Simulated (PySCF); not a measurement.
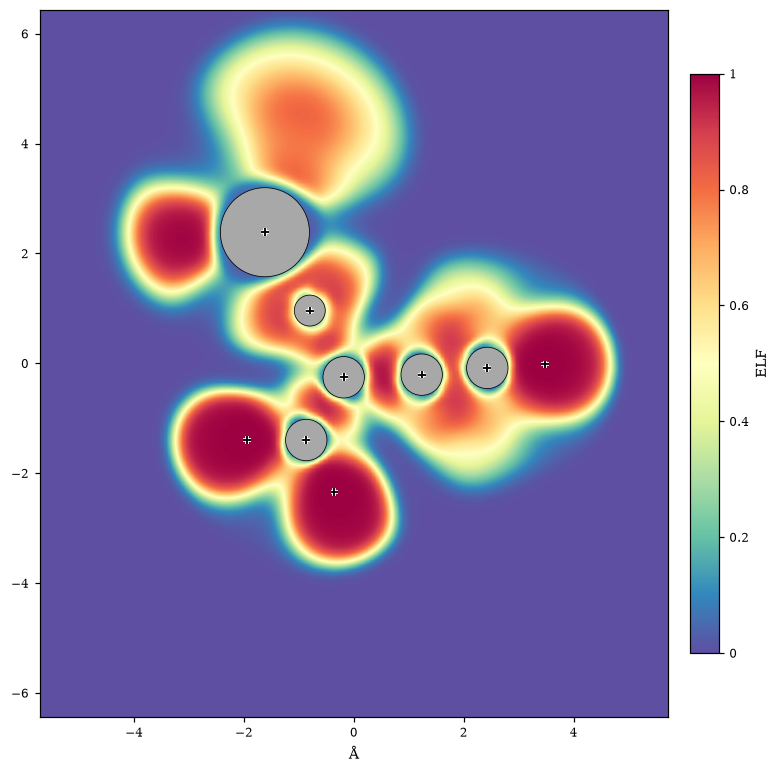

The electron localisation function on a plane through atoms (crosses mark nuclei in the plane; grey discs cover the cores).

All numbers below come from PySCF, CAM-B3LYP/def2-SVPD, SCF density, gas phase.

Candidates:
A. C3H11NSSi (SMILES CC(C)N[SiH2]S)
B. C4H4AlBrO (SMILES C#CC(=C)[O][AlH][Br])

> Which system is this?

Candidate B: C4H4AlBrO on the plane of atoms C3, C4 and H10, which holds C, O, Al and H. C–C (1.20 Å): the ELF peaks at about 0.85 between the atoms (a short, multiple covalent bond). C–O (1.36 Å): the ELF peaks at about 0.90 between the atoms, as expected for a shared but strongly polarised pair.
